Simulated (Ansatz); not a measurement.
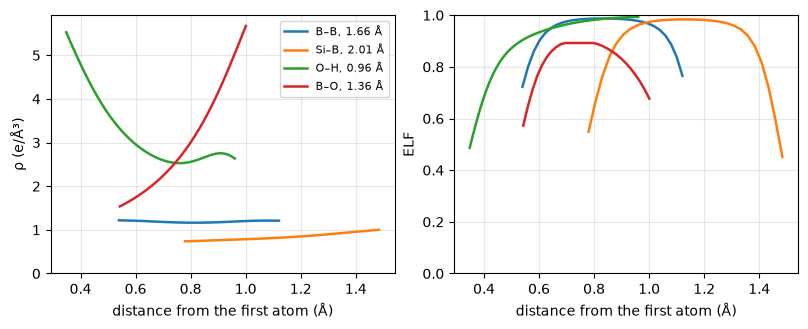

Figure. B2H6OSi (SMILES OBB[SiH3]). Total electron density and ELF along straight lines between neighbouring atoms. The curves leave out the atomic cores.

Geometry: PBE0-D4/def2-TZVP.

All numbers below come from RKS PBE0-D4/def2-TZVPP in Ansatz.

The calculation's input:

```
crystal:
  periodic: [false, false, false]
  atoms:
    - {symbol: O, position_ang: [-1.411429, 0.934889, -1.680607]}
    - {symbol: B, position_ang: [-0.730418, 1.158323, -0.528464]}
    - {symbol: B, position_ang: [0.691883, 0.408537, -0.113064]}
    - {symbol: Si, position_ang: [0.764805, -1.346075, 0.869510]}
    - {symbol: H, position_ang: [-2.225626, 1.439682, -1.746934]}
    - {symbol: H, position_ang: [-1.189331, 1.934122, 0.286136]}
    - {symbol: H, position_ang: [1.753371, 0.924384, -0.331453]}
    - {symbol: H, position_ang: [-0.536248, -1.800525, 1.432653]}
    - {symbol: H, position_ang: [1.192906, -2.350170, -0.151660]}
    - {symbol: H, position_ang: [1.773188, -1.354568, 1.966682]}
basis:
  gaussian: {orbitals: def2-TZVPP}
hamiltonian: {xc: pbe0, dispersion: d4}
output: {orbitals: {seedname: orbitals}}
```

Command:

```sh
ansatz run in.yaml --threads 2 --pin off --events-out ev --progress --plain --max-ram 4352MiB
```

Compare the contacts.

Answer. B–B (1.66 Å): ρ at the midpoint is about 1.2 e/Å³; the ELF peaks at about 1 between the atoms: a shared electron pair.
Si–B (2.01 Å): ρ at the midpoint is about 0.79 e/Å³; the ELF peaks at about 1 between the atoms, as expected for localised, covalent bonding.
O–H (0.96 Å): the density is about 3.9 e/Å³ at the midpoint; the ELF climbs to about 1 towards the hydrogen, as it does in any bond to H; an ordinary covalent bond to hydrogen.
B–O (1.36 Å): ρ is about 2.1 e/Å³ halfway; the ELF peaks at about 0.90 between the atoms (a polar covalent bond).
